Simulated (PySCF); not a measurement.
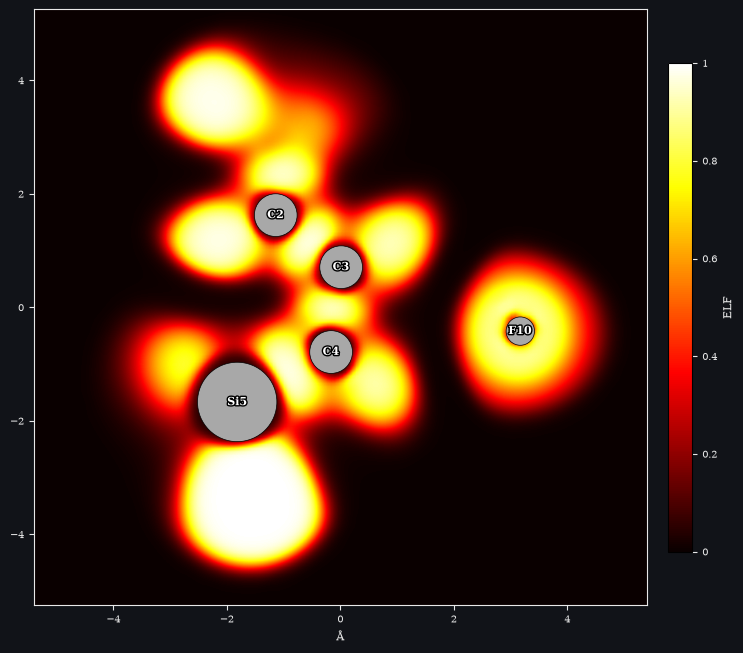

Figure. C4H9BF3PSi. ELF on the plane of atoms C2, C3 and C4. Grey discs cover the atomic cores.

Geometry: PBE0-D3(BJ)/def2-SVP; at this geometry the atoms fall into two loosely joined parts.

These are results of B3LYP/def2-SVPD, SCF density, gas phase (PySCF 2.14.0), not measurements.

```xyz
19

C     3.0292   -0.2037   -0.4987
C     1.9387    0.1903    0.1646
C     0.5575   -0.0939   -0.2619
C    -0.5731    0.8567    0.0285
Si   -0.3830    2.5094    0.8948
P    -0.6995   -0.7353    0.9669
B    -2.3929   -2.4602   -0.4372
F    -1.7095   -3.5634   -0.2316
F    -3.4944   -2.2327    0.2420
F    -2.1133   -1.7104   -1.4928
H     2.9569   -0.7812   -1.4254
H     4.0307    0.0362   -0.1348
H     2.0542    0.7619    1.0937
H     0.4800   -0.6270   -1.2168
H    -1.3331    0.8848   -0.7638
H     0.4350    2.3637    2.1368
H    -1.7413    3.0037    1.2669
H     0.2736    3.5100   -0.0014
H    -0.0275   -0.3395    2.1623
```

Interpret the plot.

The plane passes through C, Si and F nuclei.
C–Si (1.88 Å): the ELF peaks at about 0.95 between the atoms, as expected for a shared electron pair.
C–C (1.47 Å): the ELF peaks at about 0.95 between the atoms (a covalent bond).
The ELF also peaks beside F10, away from the bonds: lone-pair regions.
